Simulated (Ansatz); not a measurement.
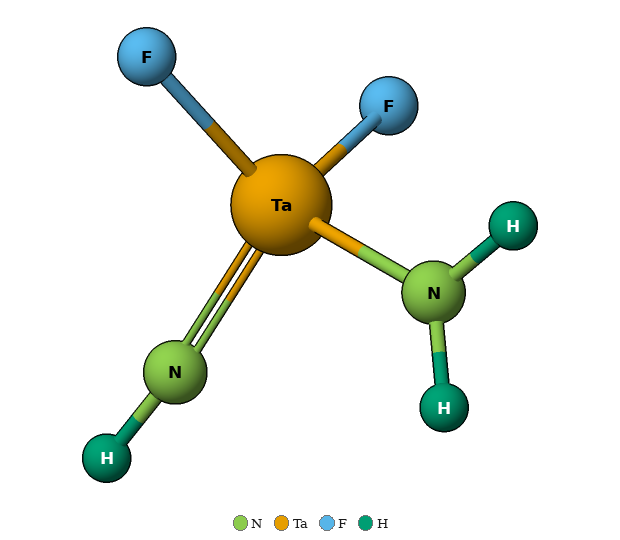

The species is neutral and a spin singlet. Harmonic vibrations computed with RKS PBE0-D4/def2-TZVP, core potentials on Ta (Ansatz 0.2.0) at a stationary point of the same level.

Q: Is this a minimum or a saddle point?

A: A minimum: no imaginary frequency, and the lowest mode lies at 171 cm⁻¹.

Q: How many vibrational modes are there, and where do they lie?

A: 18 modes: 171, 178, 190, 220, 244, 408, 488, 514, 584, 620, 658, 667, 705, 1014, 1553, 3571, 3679, 3691 cm⁻¹.
